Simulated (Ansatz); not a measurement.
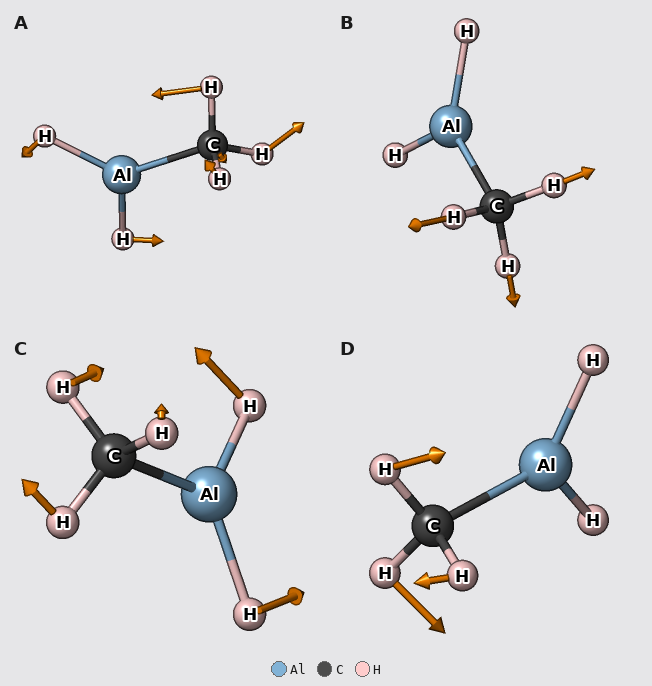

4 normal modes of one molecule or complex, as arrows. Harmonic vibrations computed with RKS PBE0-D4/def2-TZVP (Ansatz 0.2.0) at a stationary point of the same level. It is a saddle point of order 1.

Question: Match the panels to the wavenumbers 408 cm⁻¹, 749 cm⁻¹, 1441 cm⁻¹, 3032 cm⁻¹.

Answer: A: 749 cm⁻¹, Al–C–H bending
B: 3032 cm⁻¹, in-phase stretching of 3 C–H bonds
C: 408 cm⁻¹, C–Al–H bending
D: 1441 cm⁻¹, H–C–H bending
